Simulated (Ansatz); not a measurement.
BNH6: several calculations on one system

### Relaxation

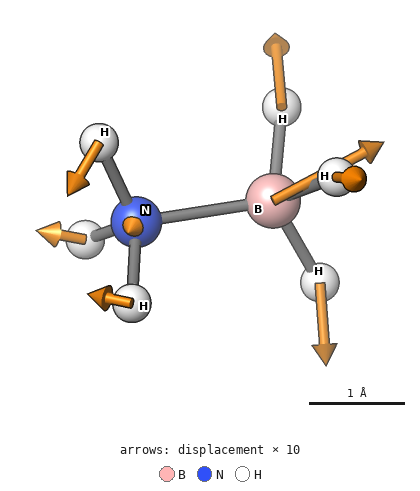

This is a relaxation of BNH₆ (coarse preliminary run). The starting structure is drawn; orange arrows show the displacements, magnified 10 times. The two geometries are superimposed by the best rigid fit.

The picture is a ball-and-stick view, seen at a tilt.

Method: Ansatz, RKS PBE-D4/def2-SVP. Settings: force threshold 0.03 eV/Å; at most 250 steps.

Question: What happened in the run?

Answer: The atom that moves furthest after the best rigid fit is the B atom (0.14 Å). By element the largest moves are B 0.14 Å, H 0.12 Å, N 0.03 Å. Some distances before and after: B–N 1.497 → 1.643 Å, B–H 1.171 → 1.233 Å, H–N 1.072 → 1.030 Å, B–H 1.202 → 1.233 Å. Among the angles between lasting bonds that change: H–B–H 103.2° → 113.3°, N–B–H 114.7° → 105.3°, N–B–H 112.5° → 105.3°. The optimiser took 4 steps.

### A change

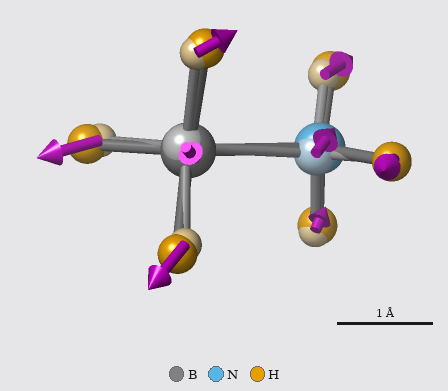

BNH₆, drawn pale, and a changed version of it, drawn solid. The purple arrows show how the atoms are displaced, magnified 5 times. Style: ball-and-stick. Shown at a tilt.

The calculation used Ansatz 0.2.0, RKS PBE-D4/def2-TZVPP. 

> What was done to the structure, and with what result?

All atoms are moved at random (σ = 0.06 Å) from the PBE0-D4/def2-TZVP minimum. The energy rises by 14.5 kcal/mol. The largest force is 3.4 eV/Å, on the N atom. The forces point partly back along the displacements (cosine −0.65). At other levels of theory the same distortion costs 16.4 kcal/mol (RKS r2SCAN-D4/def2-TZVPP), 16.3 kcal/mol (RKS PBE0-D4/def2-TZVPP), 16.8 kcal/mol (RKS wB97M-V/def2-TZVPP), 16.5 kcal/mol (RHF-CCSD(T), frozen core/def2-TZVPP). Near-neighbour distances before and after: B–H 1.212 → 1.268 to 1.351 Å, H–N 1.015 → 0.991 to 1.114 Å, B–N 1.639 → 1.656 Å. Bond angles that change, for instance: B–N–H 110.9° → 99.9°, H–N–H 108.0° → 116.7°.

### A change

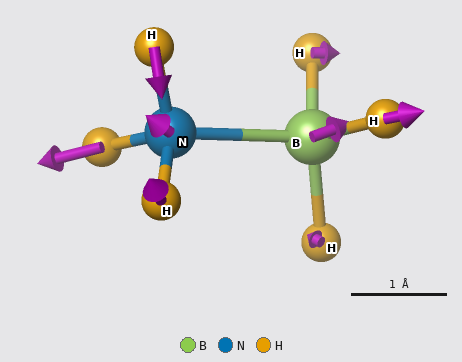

BNH₆. The purple arrows show how the atoms are displaced, magnified 20 times. The picture is a ball-and-stick view, seen from a free direction.

Method: Ansatz, RKS PBE0-D4/def2-TZVPP. 

**Describe the change and its computed effect.**

All atoms are moved at random (σ = 0.02 Å) from the PBE0-D4/def2-TZVP minimum. The energy rises by 8.11 kJ/mol. The largest force is 2.8 eV/Å, on the N atom. The forces point partly back along the displacements (cosine −0.64). At other levels of theory the same distortion costs 7.41 kJ/mol (RKS PBE-D4/def2-TZVPP), 7.53 kJ/mol (RKS r2SCAN-D4/def2-TZVPP), 7.46 kJ/mol (RKS wB97M-V/def2-TZVPP), 7.27 kJ/mol (RHF-CCSD(T), frozen core/def2-TZVPP). Among the bonded contacts that change: B–N 1.639 → 1.680 Å, H–N 1.015 → 0.974 to 1.053 Å, B–H 1.212 → 1.203 to 1.227 Å.
